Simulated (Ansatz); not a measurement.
System MgO (space group Fm-3m, No. 225); source of the atomic positions: the input geometry of an electronic-structure calculation (not necessarily at equilibrium).

```
CELL_PARAMETERS angstrom
4.29700 0.00000 0.00000
0.00000 4.29700 0.00000
0.00000 0.00000 4.29700
ATOMIC_POSITIONS crystal
Mg 0.00000 0.00000 0.00000
O 0.50000 0.00000 0.00000
Mg 0.00000 0.50000 0.50000
O 0.50000 0.50000 0.50000
Mg 0.50000 0.00000 0.50000
O 0.00000 0.00000 0.50000
Mg 0.50000 0.50000 0.00000
O 0.00000 0.50000 0.00000
```

Bonds are taken as Mg–O below 2.4 Å; no other contact counts. Simplification: prune 0- and 1-connected atoms, fold 2-connected ones into links.

Derive the underlying net.

The result is a uninodal 6-connected, three-periodic net: Mg and O are 6-connected nodes. It is the pcu net, known from NaCl, ReO3 and the B-X framework of perovskite. It is a single net, without interpenetration.

| node | links | point symbol | coordination sequence |
| --- | --- | --- | --- |
| Mg and O | 6 | 4^12.6^3 | 6 18 38 66 102 146 |

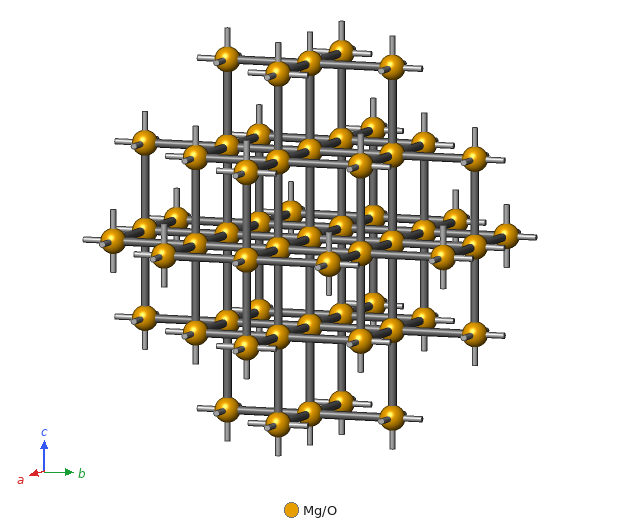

Nodes are coloured by topological kind. Short stubs are edges that leave the cut-out.
